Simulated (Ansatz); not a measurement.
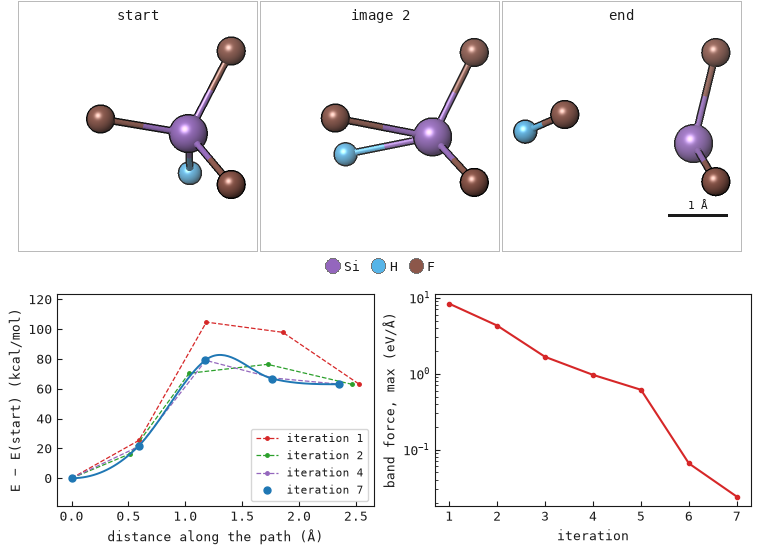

A search for the minimum-energy path of SiHF$_{3}$ by the nudged elastic band. Images are numbered from 0 (start) to 4 (end). The plot follows the band through its iterations. A ball-and-stick model, seen at a tilt.

All numbers below come from RKS B3LYP-D4/def2-SVP in Ansatz. Set-up: 3 movable images; no climbing image; force threshold 0.05 eV/Å; iteration limit 60; starting path through a guess of the saddle point.

Q: Judge this run.

A: The run is converged, with reservations. The band converged in 7 iterations. The largest component of the band force went from 8.3 to 0.024 eV/Å. No image climbed, so the highest image needn't lie on the saddle point, and the true maximum along this path can be higher. So few images resolve the path coarsely. The first iteration put the highest image at 104.7 kcal/mol. The highest point, image 2, lies 79.2 kcal/mol above the start and 16.2 kcal/mol above the end; the end is at +63.1 kcal/mol relative to the start.

The run took 20 s on 1 thread of Intel(R) Xeon(R) 6975P-C (Granite Rapids), on a shared host, peak memory 0.14 GiB.
